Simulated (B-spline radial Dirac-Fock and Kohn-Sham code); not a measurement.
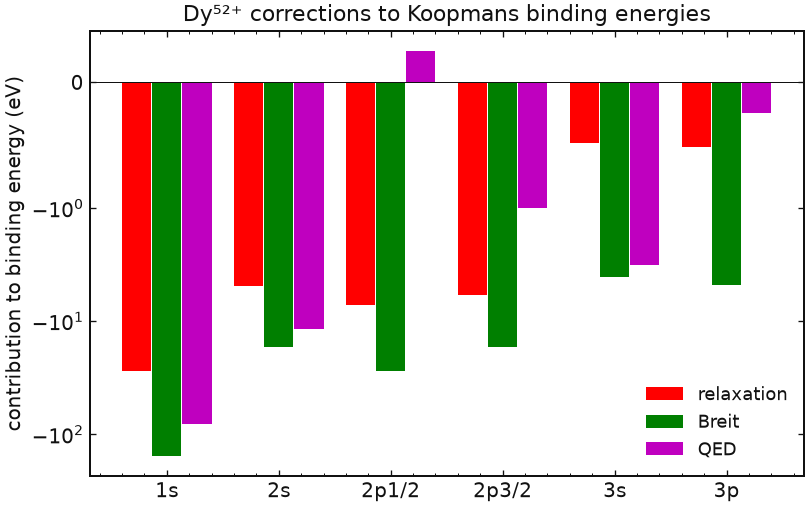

Bars give the relaxation, Breit and QED contributions (eV) to the binding energies of the deepest subshells, counted from the Koopmans value, on an axis that is logarithmic beyond ±1 eV. The figure is for dysprosium in charge state +52 (Dy⁵²⁺) in the configuration [Ne] 3s2 3p2. Computed with a B-spline radial atomic code: Dirac–Fock ΔSCF (average of configuration, Fermi nucleus, Breit and QED terms, no correlation). Open shells are averaged over j.

### How does the QED term of 2p1/2 compare with that of 1s?

0.25 eV against −81.7 eV; the QED terms are weighted to the region near the nucleus, where s electrons have the most density. Its sign is opposite here.

### Which correction is largest for 1s?

Breit, −156 eV.
